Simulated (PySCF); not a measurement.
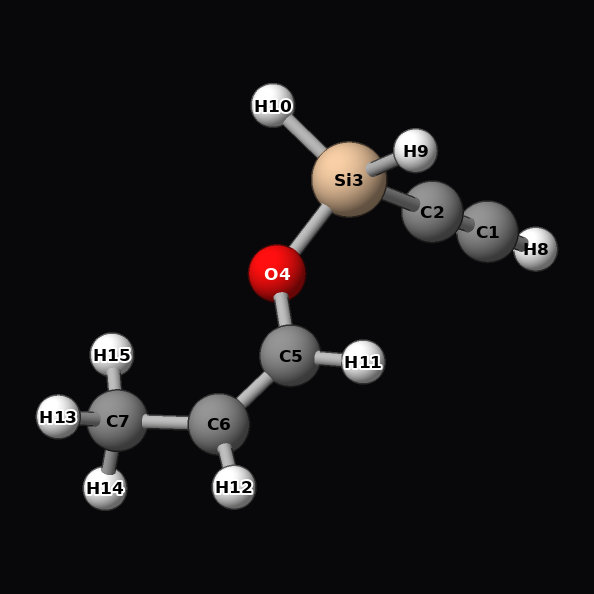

Geometry: an image of a reaction path computed with GFN2-xTB, not a minimum. Properties computed with GIAO PBE0/pcSseg-1 NMR shielding, non-relativistic, gas phase (PySCF 2.14.0). Principal shieldings σ11 ≤ σ22 ≤ σ33, span Ω = σ33 − σ11, skew κ = 3(σiso − σ22)/Ω.

Give the shielding tensors of the O atoms.

| atom | σ11 | σ22 | σ33 | σiso | Ω | κ |
| --- | --- | --- | --- | --- | --- | --- |
| O4 | 145.1 | 217.5 | 346.5 | 236.4 | 201.4 | 0.28 |

Shieldings and span in ppm.
